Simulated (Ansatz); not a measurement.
**AlCl$_{2}$H$_{2}$N···H$_{2}$: density, localisation and related maps**

```tsv
atom	x (Å)	y (Å)	z (Å)
Al	0.0545	-0.6710	-0.3947
H	0.0057	0.2173	2.2184
Cl	1.8296	0.3757	-0.7368
Cl	-1.7535	0.0480	-1.1563
N	0.0598	-2.2439	0.5897
H	-0.7233	-2.8874	0.5673
H	0.9180	-2.7113	0.8565
H	-0.0229	-0.4737	2.0088
```

Not at a stationary point (largest force 2.0 eV/Å).

All numbers below come from Ansatz, RKS PBE0/def2-SVP.

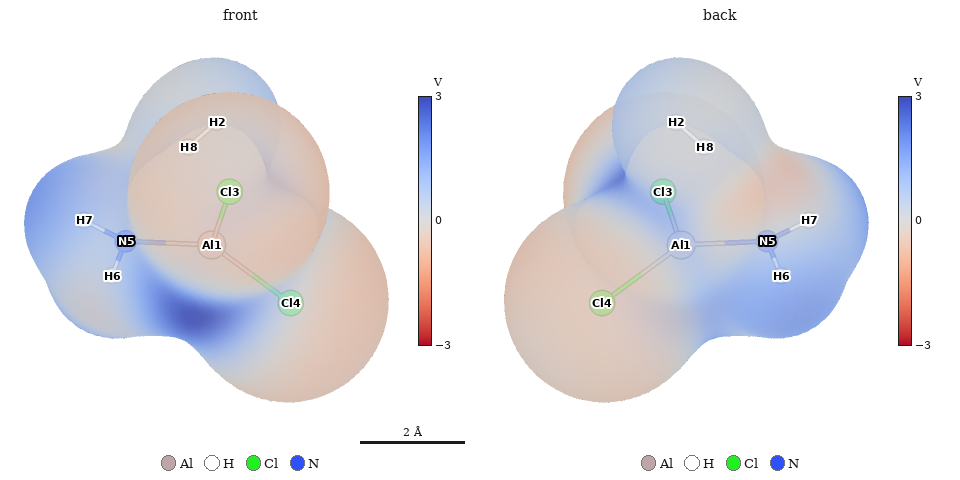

Figure 1. The electrostatic potential painted on the density surface at 0.002 e/bohr³, seen from the front and from behind; the colour scale runs from red (negative) to blue (positive).

Which sites attract a positive test charge, and which a negative one?

A positive charge is drawn to the negative regions and a negative charge to the positive ones. The most negative region (about −0.6 V, or −14 kcal/mol for a unit charge) lies over Cl3, Cl4 and N5, the most positive (about +2.9 V, or +67 kcal/mol for a unit charge) over Al1.

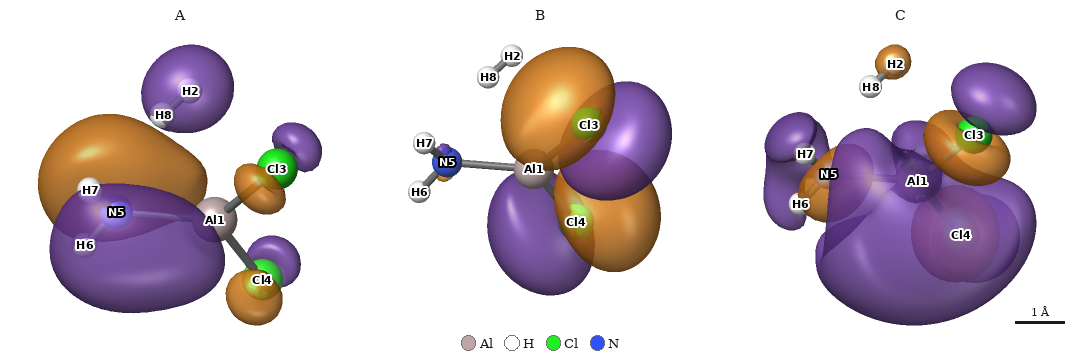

Figure 2. Three frontier orbitals at ±0.06 Å⁻³ᐟ² (orange and purple are the two phases), in no order.

Order the three orbitals by energy and name them.

B is the HOMO−1 (−9.08 eV). Its weight (Hirshfeld) is mainly on Cl3 (about 50 %) and Cl4 (about 45 %); largely a combination of lone pairs on Cl3 and Cl4. A is the HOMO (−7.51 eV). It lies mainly on N5 (about 70 %); largely a lone pair of N5. C is the LUMO (−0.43 eV). Its weight (Hirshfeld) is mainly on Al1 (about 55 %), Cl4 (about 15 %), Cl3 (about 15 %) and N5 (about 10 %).

What is the HOMO–LUMO gap?

7.08 eV between the orbital energies.

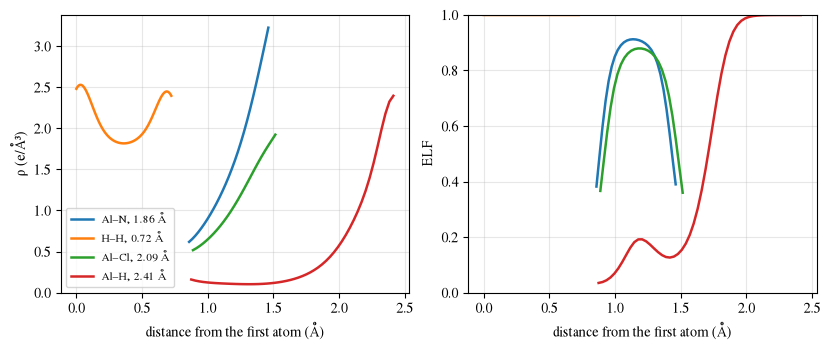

Figure 3. Electron density and electron localisation function along straight lines between neighbouring atoms. The curves leave out the atomic cores.

What can be read from the curves?

Al–N (1.86 Å): ρ at the midpoint is about 0.74 e/Å³; the ELF peaks at about 0.90 between the atoms: a polar covalent bond.
H–H (0.72 Å): ρ is about 1.8 e/Å³ halfway; the ELF is about 1 at the midpoint: an ordinary covalent bond to hydrogen.
Al–Cl (2.09 Å): ρ is about 0.72 e/Å³ halfway; the ELF peaks at about 0.90 in the valence shell of Cl, 0.9 Å from its nucleus, and is about 0.80 at the midpoint.
Al1···H8 (2.41 Å): the density falls to about 0.1 e/Å³ on the way; the ELF climbs to about 1 towards the hydrogen.

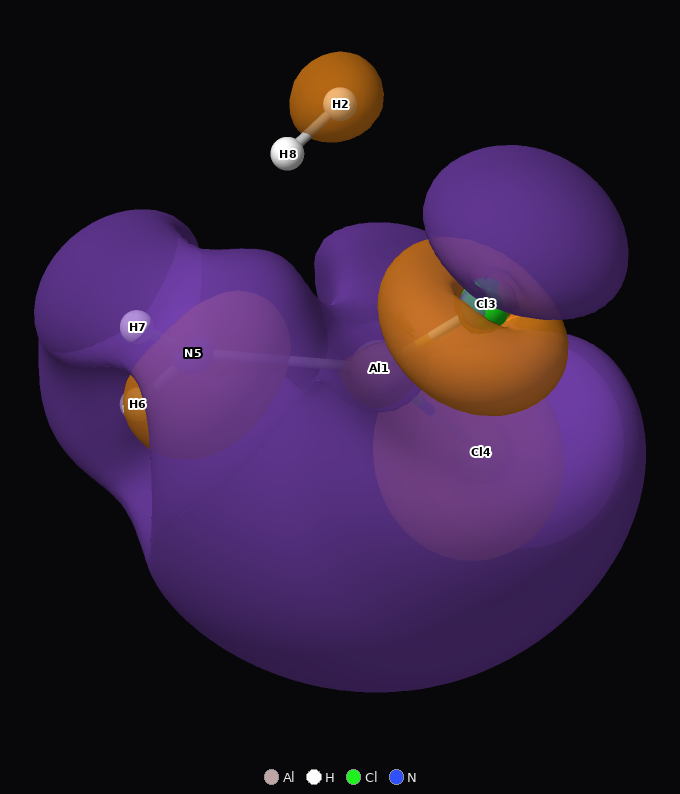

Figure 4. One frontier orbital at ±0.05 Å⁻³ᐟ² (orange and purple are the two phases), seen across its widest extent.

Which orbital is it: HOMO or LUMO?

The LUMO, at −0.43 eV. It lies mainly on Al1 (about 55 %), Cl4 (about 15 %), Cl3 (about 15 %) and N5 (about 10 %).
